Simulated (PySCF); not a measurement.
**C2H8FO2Si2 (doublet): density, localisation and related maps**

```xyz
15

O    -2.9417    0.4654   -1.2322
Si   -1.8921   -0.6257   -0.6703
O    -0.6901    0.2537   -0.0121
C     0.4885   -0.2169    0.5742
Si    1.9146    0.2418   -0.6996
C     0.7268    0.4085    1.8618
F     1.7126   -0.1288    2.6223
H    -3.0667    1.2953   -0.7794
H    -2.4865   -1.4919    0.3474
H    -1.4562   -1.3593   -1.8527
H     0.4750   -1.3072    0.6832
H     1.8003    1.6797   -0.9190
H     3.1751   -0.1448   -0.0725
H     1.6575   -0.5200   -1.9200
H     0.5784    1.4583    2.0471
```

Geometry: GFN2-xTB.

These are results of UKS B3LYP, pcH-1 on C F H O Si, non-relativistic, mean-field spin-orbit, GIAO in PySCF 2.14.0, density-fitted response routines, not measurements.

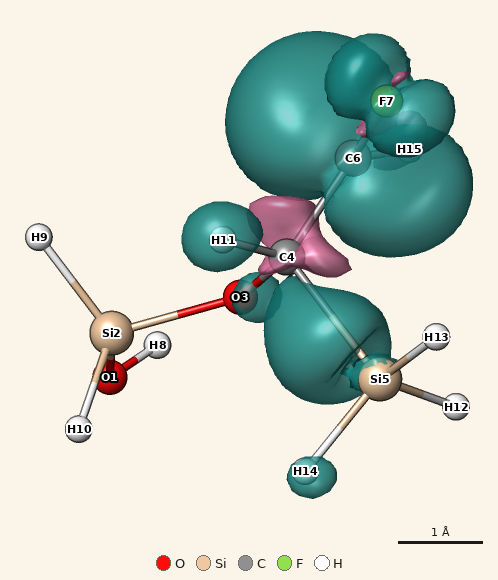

Figure 1. Isosurfaces of the spin density at +0.015 (teal) and −0.015 e/Å³ (pink), seen at an oblique angle.

Where is the unpaired spin?

The unpaired spin (1 electron) lies mostly on C6 (about 0.7), F7 (about 0.1) and Si5 (about 0.1), in electrons by Hirshfeld's partition.

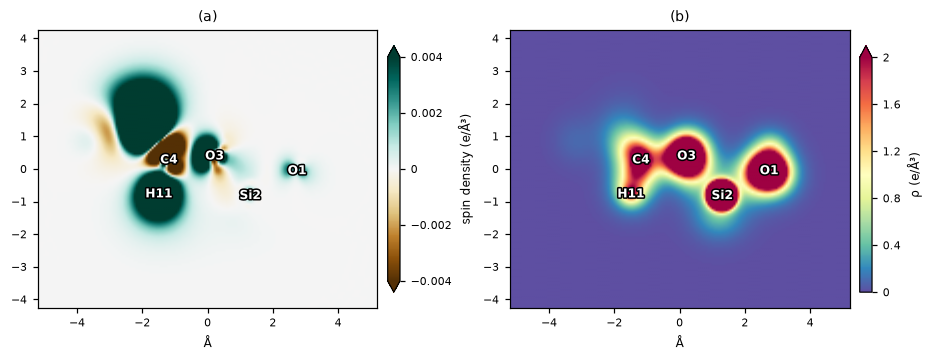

Figure 2. (a) spin density (α minus β); (b) total electron density on the plane of atoms O1, Si2 and O3.

Read the bonding off the picture.

The plane passes through O, Si, C and H nuclei. C–O (1.40 Å): ρ at the midpoint is about 2.1 e/Å³, with its minimum of 1.8 e/Å³ about 0.5 Å from C. Si–O (1.61 Å): ρ at the midpoint is about 1.2 e/Å³. C–H (1.10 Å): ρ is about 2 e/Å³ halfway.

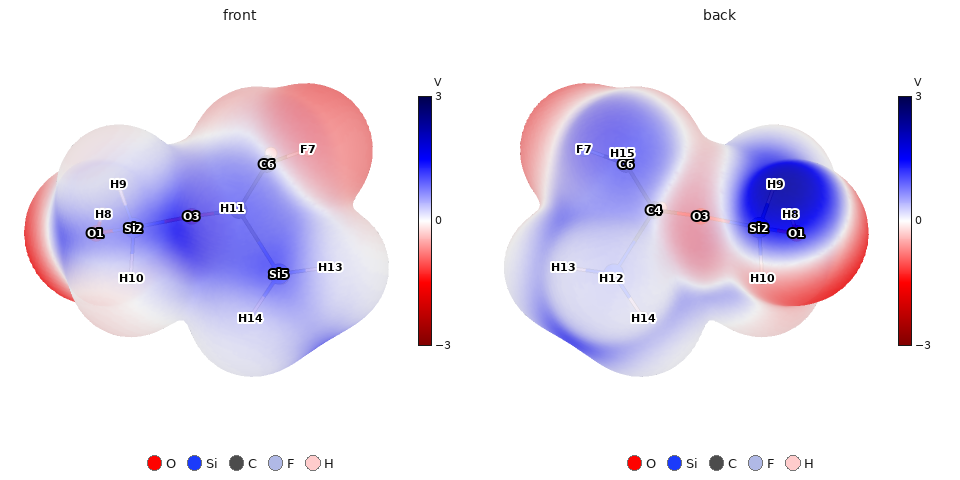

Figure 3. The molecular electrostatic potential painted on the density surface at 0.001 e/bohr³, seen from the front and from behind; the colour scale runs from red (negative) to blue (positive).

Describe the electrostatic potential map.

The most negative region (about −1.2 V) lies over O1, the most positive (about +2.1 V) over H8. O1 is the likeliest acceptor of a hydrogen bond.
